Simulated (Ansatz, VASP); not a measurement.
## CaB6: VASP beside Ansatz

Wanted: the spread between two codes on one cell, functional and k mesh. The cell is taken from a series of runs on this material, whose earlier steps may have relaxed or scaled it; both programs get it as it stands.

Main program and level: Ansatz 0.2.0; plane waves, with VASP 6.6.1 beside it; single point at r2SCAN0.

**1. The starting structure**

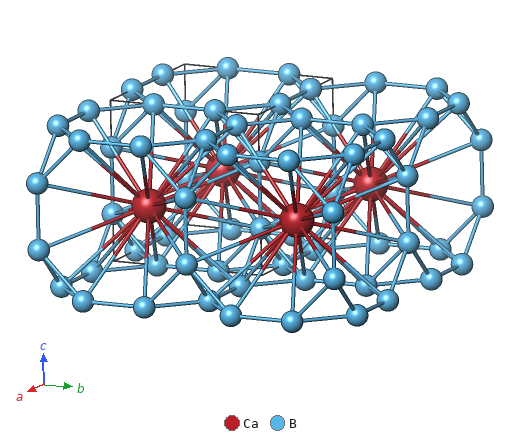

The cell as given, slightly off an axis (calcium red, boron blue). 2×2×1 cells are drawn. Some periodic images of atoms are drawn too.

Coordinates:

```xyz
7
Lattice="4.1450 0.0000 0.0000 0.0000 4.1450 0.0000 0.0000 0.0000 4.1450" Properties=species:S:1:pos:R:3 pbc="T T T"
Ca    2.0725    2.0725    2.0725
B     0.0000    0.0000    1.2145
B     0.0000    0.0000    2.9305
B     1.2145    0.0000    0.0000
B     2.9305    0.0000    0.0000
B     0.0000    1.2145    0.0000
B     0.0000    2.9305    0.0000
```

**2. VASP: single point, r2SCAN0**

A single point gives forces, pressure and levels at one fixed geometry, so differences don't come from the geometry; what else differs is listed under the comparison.

Lines of VASP's logs that name or quote its potential files are left out, and so is its time.

The input, INCAR:

```
SYSTEM = CaB6
PREC = Accurate
ENCUT = 520
EDIFF = 1E-06
NELM = 100
ISMEAR = 0
SIGMA = 0.02
LREAL = .FALSE.
ALGO = Normal
LHFCALC = .TRUE.
AEXX = 0.25
METAGGA = R2SCAN
LASPH = .TRUE.
NBANDS = 21
PRECFOCK = Fast
LORBIT = 11
LWAVE = .FALSE.
LCHARG = .FALSE.
KPAR = 2
ISIF = 2
```

The input, POSCAR:

```
CaB6
1.0
    4.1450000000      0.0000000000      0.0000000000
    0.0000000000      4.1450000000      0.0000000000
    0.0000000000      0.0000000000      4.1450000000
Ca B
1 6
Direct
    0.5000000000      0.5000000000      0.5000000000
    0.0000000000      0.0000000000      0.2930000000
    0.0000000000      0.0000000000      0.7070000000
    0.2930000000      0.0000000000      0.0000000000
    0.7070000000      0.0000000000      0.0000000000
    0.0000000000      0.2930000000      0.0000000000
    0.0000000000      0.7070000000      0.0000000000
```

The input, KPOINTS:

```
Automatic mesh
0
Gamma
4 4 4
0 0 0
```

The projector-augmented-wave data sets are Ca_sv_GW and B_GW (PBE family, release 64).

Run with:

```sh
> mpirun -np 2 vasp_std
```

Numbers of over 12 decimals in the logs are rounded to 6 here.

The program printed:

```text
[banner, memory and clock lines left out]
running    2 mpi-ranks, on    1 nodes
 distrk:  each k-point on    1 cores,    2 groups
 distr:  one band on    1 cores,    1 groups

 POSCAR found type information on POSCAR CaB
 POSCAR found :  2 types and       7 ions
|                                                                             |
|               ----> ADVICE to this user running VASP <----                  |
|                                                                             |
|     You enforced a specific xc type in the INCAR file but a different       |
|     [... a line on the potential file left out ...]
|     I HOPE YOU KNOW WHAT YOU ARE DOING!                                     |
|                                                                             |

 LDA part: xc-table for (None), standard interpolation
 found WAVECAR, reading the header
 POSCAR, INCAR and KPOINTS ok, starting setup
 FFT: planning ... GRIDC
 FFT: planning ... GRID_SOFT
 FFT: planning ... GRID
 reading WAVECAR
 the WAVECAR file was read successfully
 initial charge from wavefunction
 entering main loop
       N       E                     dE             d eps       ncg     rms          rms(c)
DAV:   1    -0.647473220328E+02   -0.64747E+02   -0.16252E+00   665   0.180E+01    0.774E-01
DAV:   2    -0.647587944162E+02   -0.11472E-01   -0.53502E-02   638   0.209E+00    0.489E-01
DAV:   3    -0.647557266178E+02    0.30678E-02   -0.43559E-03   627   0.639E-01    0.299E-01
DAV:   4    -0.647549126259E+02    0.81399E-03   -0.12346E-03   681   0.341E-01    0.177E-01
DAV:   5    -0.647547097717E+02    0.20285E-03   -0.25795E-04   683   0.153E-01    0.106E-01
DAV:   6    -0.647546508919E+02    0.58880E-04   -0.54694E-05   699   0.707E-02    0.650E-02
DAV:   7    -0.647546324001E+02    0.18492E-04   -0.14926E-05   691   0.356E-02    0.403E-02
DAV:   8    -0.647546263194E+02    0.60807E-05   -0.47839E-06   635   0.210E-02    0.250E-02
DAV:   9    -0.647546241722E+02    0.21472E-05   -0.14954E-06   502   0.129E-02    0.155E-02
DAV:  10    -0.647546232556E+02    0.91658E-06   -0.71870E-07   412   0.112E-02
   1 F= -.64754623E+02 E0= -.64754623E+02  d E =-.379418E-26
```

From OUTCAR (step 2):

```text
ion  position               nearest neighbor table
   1  0.500  0.500  0.500-
   2  0.000  0.000  0.293-   3 1.72   4 1.72   5 1.72   6 1.72   7 1.72
   3  0.000  0.000  0.707-   2 1.72   4 1.72   5 1.72   6 1.72   7 1.72
   4  0.293  0.000  0.000-   5 1.72   3 1.72   2 1.72   6 1.72   7 1.72
   5  0.707  0.000  0.000-   4 1.72   3 1.72   2 1.72   6 1.72   7 1.72
   6  0.000  0.293  0.000-   7 1.72   3 1.72   4 1.72   5 1.72   2 1.72
   7  0.000  0.707  0.000-   6 1.72   3 1.72   4 1.72   5 1.72   2 1.72

  LATTYP: Found a simple cubic cell.
 ALAT       =     4.1450000000

 Subroutine GETGRP returns: Found 48 space group operations
 (whereof 48 operations were pure point group operations)

The static configuration has the point symmetry O_h .

 Found     10 irreducible k-points:

   k-points           NKPTS =     10   k-points in BZ     NKDIM =     64   number of bands    NBANDS=     21

   dimension x,y,z NGX =    32 NGY =   32 NGZ =   32
   dimension x,y,z NGXF=    64 NGYF=   64 NGZF=   64

   ENCUT  =  520.0 eV  38.22 Ry    6.18 a.u.   7.71  7.71  7.71*2*pi/ulx,y,z

   NELECT =      28.0000    total number of electrons

 k-points in reciprocal lattice and weights: Automatic mesh
   0.00000000  0.00000000  0.00000000       0.016
   0.25000000  0.00000000  0.00000000       0.094
   0.50000000  0.00000000  0.00000000       0.047
   0.25000000  0.25000000  0.00000000       0.188
   0.50000000  0.25000000  0.00000000       0.188
   0.50000000  0.50000000  0.00000000       0.047
   0.25000000  0.25000000  0.25000000       0.125
   0.50000000  0.25000000  0.25000000       0.188
   0.50000000  0.50000000  0.25000000       0.094
   0.50000000  0.50000000  0.50000000       0.016

  exchange ACFDT corr.  =         0.00000000  see jH, gK, PRB 81, 115126

 average (electrostatic) potential at core
       1 -92.4046       2 -24.0721       3 -24.0721       4 -24.0721       5 -24.0721
       6 -24.0721       7 -24.0721

 E-fermi :   4.9351

 k-point     1 :       0.0000    0.0000    0.0000
  band No.  band energies     occupation
    ...
     10      -1.1769      2.00000
     11      -1.1769      2.00000
     12       4.4092      2.00000
     13       4.4092      2.00000
     14       4.4092      2.00000
     15       9.5852      0.00000
     16       9.5852      0.00000
     17       9.5852      0.00000
     18      10.3977      0.00000
     19      10.3977      0.00000
    ...

 k-point     2 :       0.2500    0.0000    0.0000
  band No.  band energies     occupation
    ...
     10      -0.9770      2.00000
     11       1.0411      2.00000
     12       3.1049      2.00000
     13       3.1049      2.00000
     14       4.5875      2.00000
     15       7.3966      0.00000
     16      10.3729      0.00000
     17      10.3729      0.00000
     18      10.7560      0.00000
     19      11.4417      0.00000
    ...

 k-point     3 :       0.5000    0.0000    0.0000
  band No.  band energies     occupation
    ...
     10      -0.7482      2.00000
     11       2.1284      2.00000
     12       2.1284      2.00000
     13       2.8745      2.00000
     14       4.7891      2.00000
     15       6.3241      0.00000
     16      10.0575      0.00000
     17      10.0575      0.00000
     18      10.5672      0.00000
     19      10.8983      0.00000
    ...

  Total       -0.3630086     -0.3630086     -0.3630086      0.0000000      0.0000000      0.0000000
  in kB       -8.1668368     -8.1668368     -8.1668368      0.0000000      0.0000000      0.0000000
  external PRESSURE =      -8.1668368 kB  Pullay stress =       0.0000000 kB

  energy-cutoff  :      520.00
  volume of cell :       71.22
      direct lattice vectors                 reciprocal lattice vectors
     4.145000000  0.000000000  0.000000000     0.241254524  0.000000000  0.000000000
     0.000000000  4.145000000  0.000000000     0.000000000  0.241254524  0.000000000
     0.000000000  0.000000000  4.145000000     0.000000000  0.000000000  0.241254524

 POSITION                                       TOTAL-FORCE (eV/Angst)
 -----------------------------------------------------------------------------------
      2.07250      2.07250      2.07250        -0.000000      0.000000      0.000000
      0.00000      0.00000      1.21448        -0.000000      0.000000      1.128172
      0.00000      0.00000      2.93052        -0.000000     -0.000000     -1.128172
      1.21448      0.00000      0.00000         1.128172      0.000000     -0.000000
      2.93052      0.00000      0.00000        -1.128172     -0.000000     -0.000000
      0.00000      1.21448      0.00000         0.000000      1.128172      0.000000
      0.00000      2.93052      0.00000        -0.000000     -1.128172     -0.000000
 -----------------------------------------------------------------------------------
    total drift:                                0.000005     -0.000006      0.000000

  FREE ENERGIE OF THE ION-ELECTRON SYSTEM (eV)
  ---------------------------------------------------
  free  energy   TOTEN  =       -64.7546232556 eV

  energy  without entropy=      -64.7546232556  energy(sigma->0) =      -64.75462326

 total charge
# of ion       s       p       d       tot
------------------------------------------
    1        2.073   5.942   0.183   8.197
    2        0.670   1.289   0.000   1.959
    3        0.670   1.289   0.000   1.959
    4        0.670   1.289   0.000   1.959
    5        0.670   1.289   0.000   1.959
    6        0.670   1.289   0.000   1.959
    7        0.670   1.289   0.000   1.959
--------------------------------------------------
tot          6.094  13.675   0.183  19.952

[... 3 further parts left out ...]
```

The run ends at a pressure of -0.82 GPa, with forces up to 1.1 eV/Å.

(Continued in part 2 of 2.)

[Lines on the potential files, build, host, timing and source positions are cut from VASP's logs without a mark.]

[Logs are printed without paths, hosts, clocks, repeated set-up lines and the standing remarks that a program may print on its own settings, such as how far it seeks lower states.]

[Hosts, paths, dates, database ids (printed as entryN), source tags and the programs' standing remarks are cut or masked in the printed files.]
